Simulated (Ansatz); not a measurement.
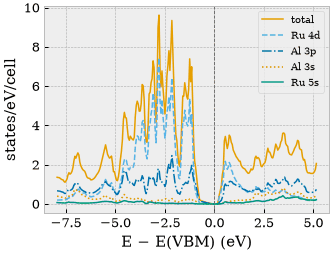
Fig. 1. Total and projected density of states of Al2Ru in space group Fddd (No. 70; Al on 16f, Ru on 8b), DFT-r²SCAN in the program Ansatz with PAW potentials

Problem. Which orbitals carry the states next to the gap?

Solution. Top 1 eV of the valence band: Al 3p 58 %, Ru 4d 31 %, Al 3s 6 %. Bottom 1 eV of the conduction band: Ru 4d 59 %, Al 3p 33 %. Projections are on Löwdin-orthogonalised atomic valence shells; empty p or d shells of many metals are not among them.

Problem. Where is the tallest occupied peak in this window, and what makes it?

Solution. Near -2.8 eV, about 9.6 states/eV per cell; the largest projected share is Ru 4d.

The first step of the workflow began from a Materials Project structure, measured or hypothetical; the Crystallography Open Database copy checked does not list it. Its standing as an ambient phase is unchecked. Symmetry was held in the r²SCAN relaxation; its stability against distortions is not shown here. The run is not spin-polarised. Scalar-relativistic: spin–orbit coupling is off unless named, which matters more the heavier the elements.

Potentials: the later of the program's two PAW sets.
